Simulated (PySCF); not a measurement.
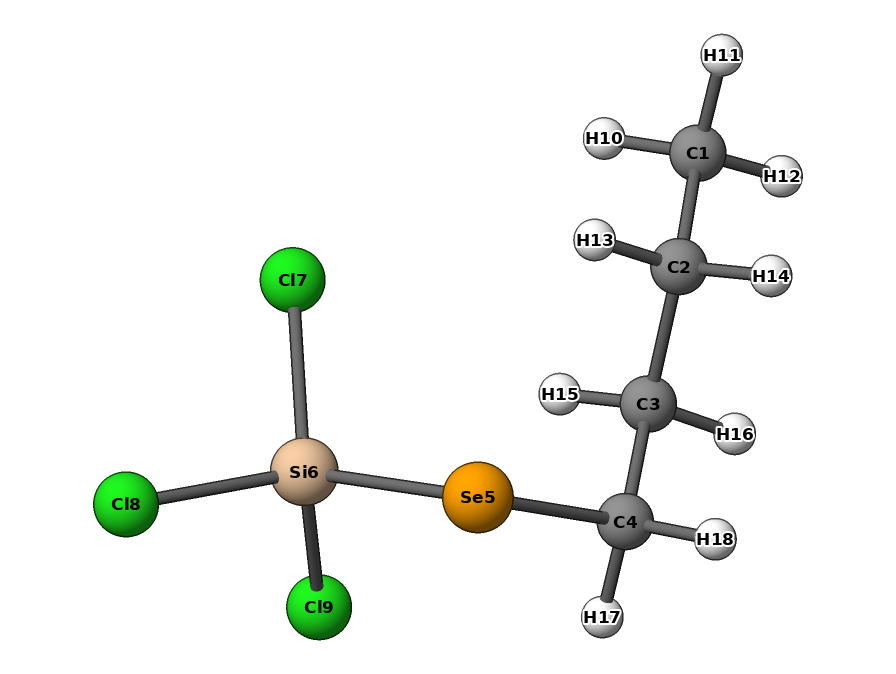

The questions are on isotropic NMR shieldings of the H atoms. The computed structure is the end point of a PBE0-D3(BJ)/def2-SVP optimisation. No frequency run is at hand to confirm it as a minimum. Method: GIAO PBE0/pcSseg-1 NMR shielding, non-relativistic, gas phase (PySCF 2.14.0).

Question: Which H atom is the most shielded (lowest chemical shift)?

Answer: H12 (30.40 ppm).

Question: Which H atom is the least shielded (highest chemical shift)?

Answer: H17 (27.97 ppm).

Question: How wide is the range of H shifts?

Answer: 2.43 ppm.

List the isotropic NMR shieldings of the H atoms.

```tsv
atom	σ (ppm)
H10	30.30
H11	30.02
H12	30.40
H13	29.25
H14	30.34
H15	29.78
H16	29.72
H17	27.97
H18	28.93
```
